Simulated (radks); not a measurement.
# Run report: Cl, atomic calculation

System: the neutral chlorine atom in the configuration [Ne] 3s2 3p5 (high spin).
Method: scalar-relativistic Kohn-Sham, Slater X-alpha with alpha = 0.753, spin-polarised, spherical densities, finite nucleus (the in-house radial solver radks).

Key numbers:

| quantity | value |
| --- | --- |
| outcome | converged |
| total energy | −462.096282 hartree |
| kinetic energy | 464.731708 hartree |
| electron–nucleus energy | −1102.5465 hartree |
| Hartree energy | 204.543204 hartree |
| exchange–correlation energy | −28.824655 hartree |
| radius at density 0.001 e/bohr³ | 3.89 bohr |
| SCF iterations | 14 |
| hardware | 1 CPU thread, shared host |

Input:
```
Z 17
configuration [Ne] 3s2 3p5
relativity scalar-relativistic
functional xalpha 0.753
spin polarised
nucleus finite rms 3.3654 fm
c 137.035999084
```

Energies in input and log are in hartree, lengths in bohr (the nuclear radius in fm).

Output:
```
1s      1   1.0000        -101.29076559
2s      1   1.0000          -9.34923242
2p      1   3.0000          -7.14352851
3s      1   1.0000          -0.77724398
3p      1   3.0000          -0.33057801
1s      2   1.0000        -101.28275275
2s      2   1.0000          -9.33998593
2p      2   3.0000          -7.13221634
3s      2   1.0000          -0.72880960
3p      2   2.0000          -0.28676841
Etot -462.09628154803545
Ekin 464.731707520034
Encl -1102.5465385076873
Eh 204.54320411613946
Exc -28.824654676521604
err 7.715622965849777e-10
it 14
```

Slater integrals of the outer shells (hartree):

| integral | value |
| --- | --- |
| F0(3p,3p) | 0.5028 |
| F2(3p,3p) | 0.2477 |
| F0(3p,3s) | 0.5431 |
| G1(3p,3s) | 0.3532 |
| F0(3p,2p) | 0.6966 |
| F2(3p,2p) | 0.1123 |
| G0(3p,2p) | 0.0441 |
| G2(3p,2p) | 0.0441 |
| F0(3s,3s) | 0.5934 |
| F0(3s,2p) | 0.7952 |
| G1(3s,2p) | 0.0581 |
| F0(2p,2p) | 2.2627 |
| F2(2p,2p) | 1.0492 |

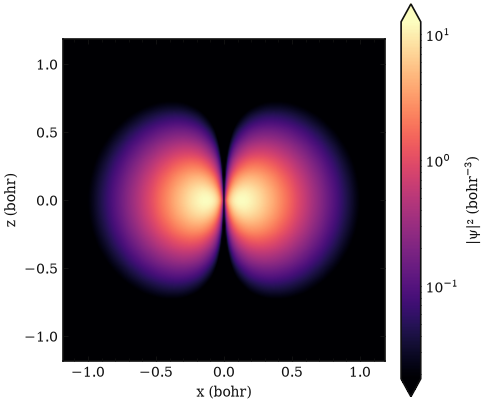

Figure 1. One occupied orbital of down spin is shown. In the xz plane through the nucleus, the colour gives |ψ|² on a logarithmic scale. The radial function comes from the spherical calculation and is multiplied by a real spherical harmonic; the overall sign is chosen so that the largest lobe of P(r) is positive; at the scalar-relativistic level it is the large component. It is 2p(x) of down spin. It has the nodal plane yz and no radial node. The maximum of P² lies at 0.300 bohr, ⟨r⟩ = 0.405 bohr, 90 % of the charge lies within 0.673 bohr, and the eigenvalue is −194.1 eV, with 3 electrons in the shell for this spin.

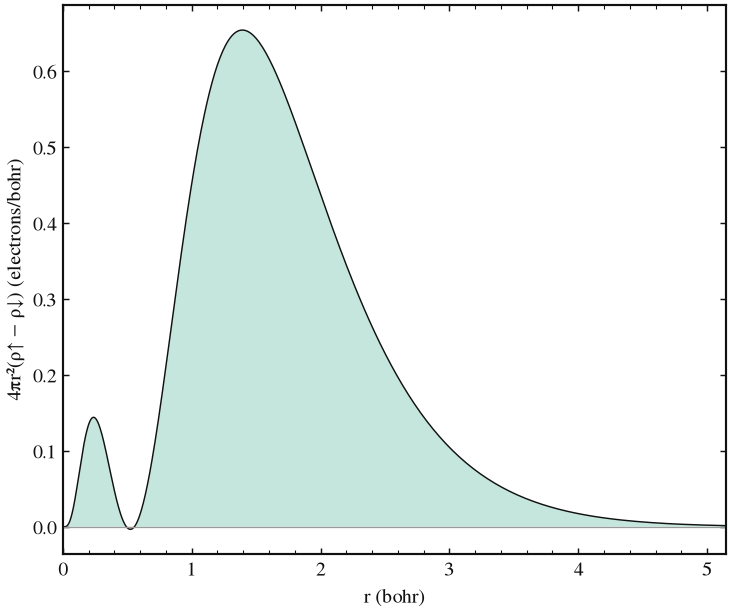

Figure 2. The radial spin density. The curve integrates to 1 unpaired electron, held by 3p (+1). Its largest value, 0.654 electrons/bohr, lies near r = 1.4 bohr. Regions of the opposite sign are negligible.

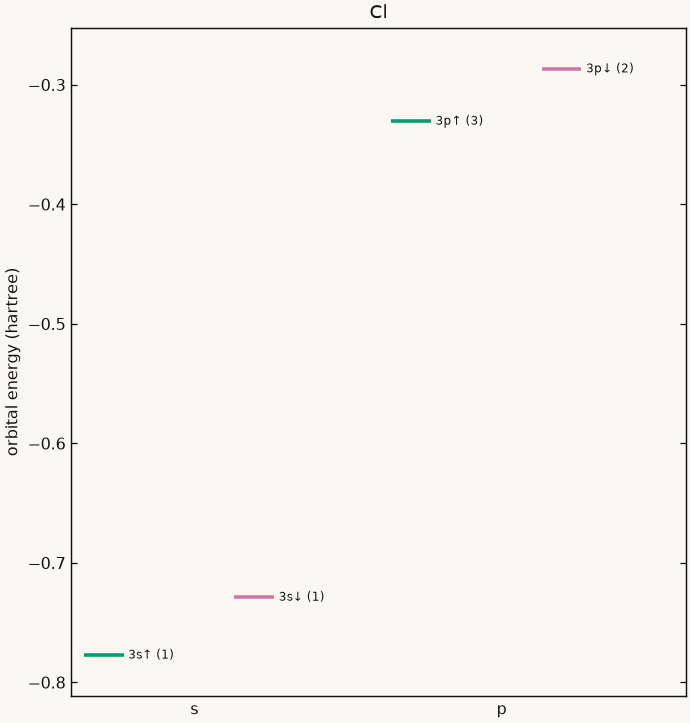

Figure 3. The outer levels are drawn (occupations in brackets, up spins at the left of each column and down spins at the right). The highest occupied level is 3p down at −0.287 hartree. From the top down the occupied levels run 3p down (−0.287 hartree), 3p up (−0.331 hartree), 3s down (−0.729 hartree), 3s up (−0.777 hartree). The largest exchange splitting (down less up) among the shells drawn in both spins is that of 3s, 0.0484 hartree. The measured ionisation energy (NIST) is 13.0 eV; minus the highest level, 7.80 eV, lies 40 % below it.

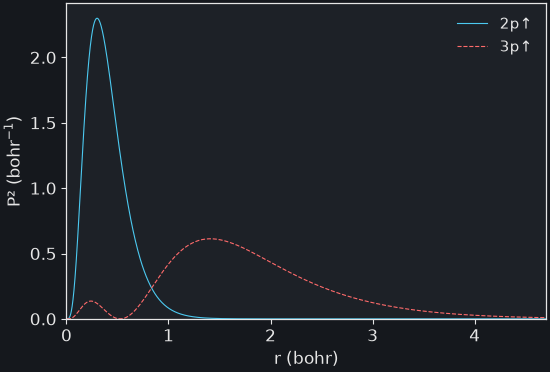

Figure 4. The radial probability densities P² of 2p up and 3p up. 2p up: outer maximum at 0.300 bohr, ⟨r⟩ = 0.405 bohr, 0 nodes, eigenvalue −194.4 eV; 3p up: outer maximum at 1.41 bohr, ⟨r⟩ = 1.81 bohr, 1 node, eigenvalue −9.00 eV.
